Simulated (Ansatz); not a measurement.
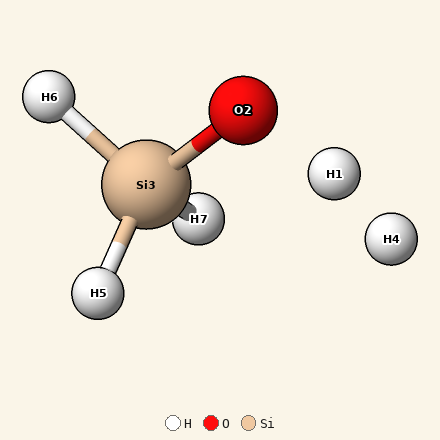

The system is the reacting system H5OSi (fragments H₄OSi + H where the first distance is long, H₂ + H₃OSi where the second is long), spin multiplicity 2; the picture shows the reference structure. The first coordinate is: distance H1–H4 (bond that forms); the second: distance H1–O2 (bond that breaks). Relaxed at each point: all other coordinates. The scan uses a 12 × 12 grid. Points are written as (first, second). Energies are in kJ/mol, from the lowest grid point. In part of the range the unrestricted reference is strongly spin-contaminated. These are results of Ansatz, UKS B3LYP-D4/def2-SVP, not measurements.

Its coordinates:

```xyz
7

H    -0.7527   -1.2290   -0.8479
O    -0.3171   -1.0263    0.3363
Si    0.3576    0.5098    0.5035
H    -0.9879   -1.1167   -1.7893
H    -0.6293    1.6017    0.2563
H     0.7939    0.5394    1.9290
H     1.5356    0.7211   -0.3880
```

Range: distance H1–H4 (bond that forms) from 0.666 to 2.166 Å; distance H1–O2 (bond that breaks) from 0.873 to 2.073 Å.

What landscape does the calculation give?

Answer. The lowest grid point is at (2.166 Å, 0.933 Å). It lies in a valley that leaves the map towards separated partners. The highest grid point, (2.166 Å, 2.073 Å), lies 422 kJ/mol above the lowest. On the interpolated surface the lowest path from the side where the first distance is long, about (2.17 Å, 0.96 Å), to the side where the second distance is long, about (0.77 Å, 2.07 Å), has its top at about (0.84 Å, 1.39 Å), about 53 kJ/mol above the start and 8.3 kJ/mol above the end.

```
second ↓, first →  0.666  0.741  0.844  0.962  1.090  1.226  1.369  1.519  1.673  1.833  1.998  2.166
            2.073     63     43     50     84    136    197    257    313    356    387    408    422
            1.938     64     44     50     83    133    191    249    300    340    369    388    401
            1.807     68     46     51     81    128    183    236    282    317    342    359    370
            1.679     72     49     51     77    121    170    217    256    285    305    319    327
            1.555     80     54     51     72    110    151    190    221    243    257    266    272
            1.436     90     60     51     65     93    125    154    176    191    201    206    210
            1.321    103     67     50     54     71     92    111    125    134    140    143    146
            1.212    121     78     50     42     48     58     67     74     78     82     84     85
            1.110    148     94     55     34     28     27     29     30     32     33     34     35
            1.015    187    124     71     38     21     11      7      4      3      2      2      3
            0.933    245    172    107     64     37     21     11      5      2      1      0      0
            0.873    310    230    157    106     73     52     40     32     27     25     24     24
```

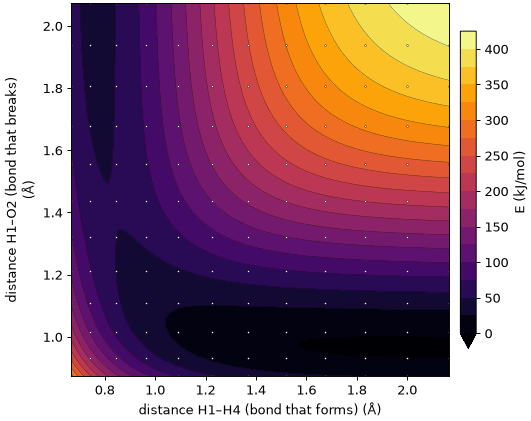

Drawn: filled contours, dots at the grid points. Between grid points the surface is interpolated.

Each point was launched as `ansatz run input.yaml --threads 1 --pin off --max-ram 2560MiB --backend cpu --events-out ev --progress --plain --runs-dir out`. The whole map (144 points run) took 24 min on 1 thread of Arm Neoverse V2, on a shared host.
